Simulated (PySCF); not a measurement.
# O2F (SMILES [O]OF): levels of theory compared

Aim: a comparison of 6 runs (U-r2SCAN/def2-TZVPPD, U-wB97M-V/def2-TZVPPD, UB3LYP/def2-TZVPPD, UM06-2X/def2-TZVPPD, UPBE/def2-TZVPPD, USVWN5/def2-TZVPPD) of O2F. The job is set up through a Python script.

Program for the calculation: PySCF 2.14.0.

## (1) Starting point

O2F: 3 atoms, total charge 0, spin state doublet. As SMILES, `[O]OF`. The shape is that of a GFN2-xTB optimisation.

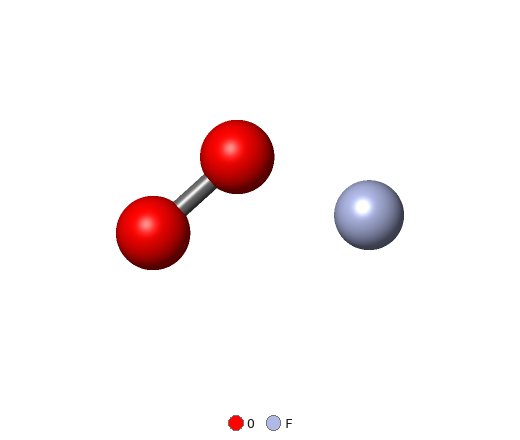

Viewed from a chosen angle; oxygen red, fluorine light blue.

## (2) The energy at U-r2SCAN/def2-TZVPPD (run 1)

input.py

```python
# 15499-23-7
from pyscf import gto, dft

mol = gto.Mole()
mol.atom = [
    ('O', (0.949760, -0.292600, 0.491570)),
    ('O', (0.124690, 0.486900, 0.122000)),
    ('F', (-1.074440, -0.194290, -0.613560)),
]
mol.spin = 1
mol.charge = 0
mol.max_memory = 1860
mol.verbose = 3
mol.basis = 'def2-tzvppd'
mol.build()

mf = dft.UKS(mol)
mf.xc = 'r2scan'
mf.conv_tol = 1e-10
mf.grids.level = 5
mf.kernel()
if not mf.converged:
    mf = mf.newton().run(mf.mo_coeff, mf.mo_occ)

etot = mf.e_tot
print('Final energy', etot)
```

Run with:

```console
$ OMP_NUM_THREADS=1 python input.py
```

Standard output:

```text
WARN: HOMO -0.238787927879436 >= LUMO -0.238787927879443

converged SCF energy = -250.081186399898  <S^2> = 0.76552968  2S+1 = 2.0154699
Final energy -250.08118639989794
```

It took 29 s on 1 thread of Intel Xeon 6975P-C (Granite Rapids), shared host; peak memory 0.71 GiB.

## (3) The energy at U-wB97M-V/def2-TZVPPD (run 2)

input.py

```python
from pyscf import gto, dft

mol = gto.Mole()
mol.atom = [
    ('O', (0.949760, -0.292600, 0.491570)),
    ('O', (0.124690, 0.486900, 0.122000)),
    ('F', (-1.074440, -0.194290, -0.613560)),
]
mol.verbose = 4
mol.basis = 'def2-tzvppd'
mol.spin = 1
mol.max_memory = 1860
mol.charge = 0
mol.build()

ks = dft.UKS(mol, xc='wb97m-v')
ks.conv_tol = 1e-10
ks.grids.level = 5
ks.nlcgrids.level = 1
ks.kernel()
if not ks.converged:
    ks = ks.newton().run(ks.mo_coeff, ks.mo_occ)

e_tot = ks.e_tot
print(f'total energy: {e_tot:.8f} hartree')
```

Run with:

```console
$ OMP_NUM_THREADS=1 python input.py
```

Standard output:

```text
PySCF version 2.14.0

[INPUT] num. atoms = 3
[INPUT] num. electrons = 25
[INPUT] charge = 0
[INPUT] spin (= nelec alpha-beta = 2S) = 1
[INPUT] symmetry False subgroup None
[INPUT] Mole.unit = angstrom
[INPUT] Symbol           X                Y                Z      unit          X                Y                Z       unit  Magmom
[INPUT]  1 O      0.949760000000  -0.292600000000   0.491570000000 AA    1.794786284067  -0.552933864048   0.928932671052 Bohr   0.0
[INPUT]  2 O      0.124690000000   0.486900000000   0.122000000000 AA    0.235629950472   0.920107650051   0.230546587197 Bohr   0.0
[INPUT]  3 F     -1.074440000000  -0.194290000000  -0.613560000000 AA   -2.030397337278  -0.367154888742  -1.159460360988 Bohr   0.0

nuclear repulsion = 69.2539377162798
number of shells = 42
number of NR pGTOs = 165
number of NR cGTOs = 120
basis = def2-tzvppd
ecp = {}

[... 44 lines left out ...]
WARN: HOMO -0.229236199156524 >= LUMO -0.229236199156517
[... 78 lines left out ...]
converged SCF energy = -250.111766703051  <S^2> = 0.79160365  2S+1 = 2.0411797
total energy: -250.11176670 hartree
```

It took 65 s on 1 thread of Intel Xeon 6975P-C (Granite Rapids), shared host; peak memory 0.72 GiB.

Run 3 isn't shown in full; the table further down has it.

## (4) The energy at UM06-2X/def2-TZVPPD (run 4)

run.py

```python
# 15499-23-7
from pyscf import gto, dft

system = gto.Mole()
system.atom = '''
O      1.794786    -0.552934     0.928933
O      0.235630     0.920108     0.230547
F     -2.030397    -0.367155    -1.159460
'''
system.verbose = 4
system.spin = 1
system.basis = 'def2-tzvppd'
system.max_memory = 1860
system.unit = 'bohr'
system.build()

calc0 = dft.UKS(system)
calc0.xc = 'm06-2x'
calc0.conv_tol = 1e-10
calc0.grids.level = 5
calc0.kernel()
if not calc0.converged:
    calc0 = calc0.newton().run(calc0.mo_coeff, calc0.mo_occ)

e_tot = calc0.e_tot
print(f'total energy: {e_tot:.8f} hartree')
```

Run with:

```console
$ OMP_NUM_THREADS=1 python run.py
```

Standard output:

```text
PySCF version 2.14.0

[INPUT] num. atoms = 3
[INPUT] num. electrons = 25
[INPUT] charge = 0
[INPUT] spin (= nelec alpha-beta = 2S) = 1
[INPUT] symmetry False subgroup None
[INPUT] Mole.unit = bohr
[INPUT] Symbol           X                Y                Z      unit          X                Y                Z       unit  Magmom
[INPUT]  1 O      0.949759849678  -0.292600071943   0.491570174072 AA    1.794786000000  -0.552934000000   0.928933000000 Bohr   0.0
[INPUT]  2 O      0.124690026209   0.486900185185   0.122000218446 AA    0.235630000000   0.920108000000   0.230547000000 Bohr   0.0
[INPUT]  3 F     -1.074439821520  -0.194290058875  -0.613559808973 AA   -2.030397000000  -0.367155000000  -1.159460000000 Bohr   0.0

nuclear repulsion = 69.2539390296686
number of shells = 42
number of NR pGTOs = 165
number of NR cGTOs = 120
basis = def2-tzvppd
ecp = {}

[... 35 lines left out ...]
WARN: HOMO -0.233459754678314 >= LUMO -0.233459754678321
[... 78 lines left out ...]
converged SCF energy = -250.065034798606  <S^2> = 0.83533898  2S+1 = 2.0835921
total energy: -250.06503480 hartree
```

It took 37 s on 1 thread of Intel Xeon 6975P-C (Granite Rapids), shared host; peak memory 0.71 GiB.

Run 5 isn't shown in full; the table further down has it.

## (5) The energy at USVWN5/def2-TZVPPD (run 6)

job.py

```python
from pyscf import gto, dft

molecule = gto.M(
    atom='''
O      1.794786    -0.552934     0.928933
O      0.235630     0.920108     0.230547
F     -2.030397    -0.367155    -1.159460
''',
    basis='def2-tzvppd',
    verbose=3,
    unit='bohr',
    spin=1,
    max_memory=1860,
)

ks = dft.UKS(molecule)
ks.xc = 'svwn'
ks.conv_tol = 1e-10
ks.grids.level = 5
ks.kernel()
if not ks.converged:
    ks = ks.newton().run(ks.mo_coeff, ks.mo_occ)

energy = ks.e_tot
print('E = %.10f Eh' % energy)
```

Run with:

```console
$ OMP_NUM_THREADS=1 python job.py
```

Standard output:

```text
converged SCF energy = -248.517611859723  <S^2> = 0.75457347  2S+1 = 2.0045682
E = -248.5176118597 Eh
```

Run time: 7.2 s. Hardware: 1 thread of Intel Xeon 6975P-C (Granite Rapids), shared host; peak memory 0.44 GiB.

## (6) The series

```tsv
run	level	nlc grid	energy (Eh)	dipole moment (D)	HOMO energy (eV)	LUMO energy (eV)	wall time
1	U-r2SCAN/def2-TZVPPD	–	-250.081186	1.53	-8.06	-5.31	29 s
2	U-wB97M-V/def2-TZVPPD	1	-250.111767	1.54	-12.14	-1.85	65 s
3	UB3LYP/def2-TZVPPD	–	-250.180683	1.53	-9.44	-4.70	18 s
4	UM06-2X/def2-TZVPPD	–	-250.065035	1.50	-11.77	-2.91	37 s
5	UPBE/def2-TZVPPD	–	-249.968526	1.49	-7.44	-5.67	13 s
6	USVWN5/def2-TZVPPD	–	-248.517612	1.48	-7.53	-6.10	7.2 s
```

## (7) What came out

| quantity | value |
| --- | --- |
| run 6: total energy | -248.51761 Eh |
| run 6: dipole moment | 1.48 D |
| run 6: HOMO energy (highest over α and β) | -7.53 eV |
| run 6: LUMO energy (lowest over α and β) | -6.10 eV |
| run 6: ⟨S²⟩ | 0.755 |

In words: The dipole moment (its size) runs from 1.48 D (USVWN5/def2-TZVPPD) to 1.54 D (U-wB97M-V/def2-TZVPPD). Totals of different functionals can't be ranked against each other. All runs together took 2.8 min, the longest 65 s.
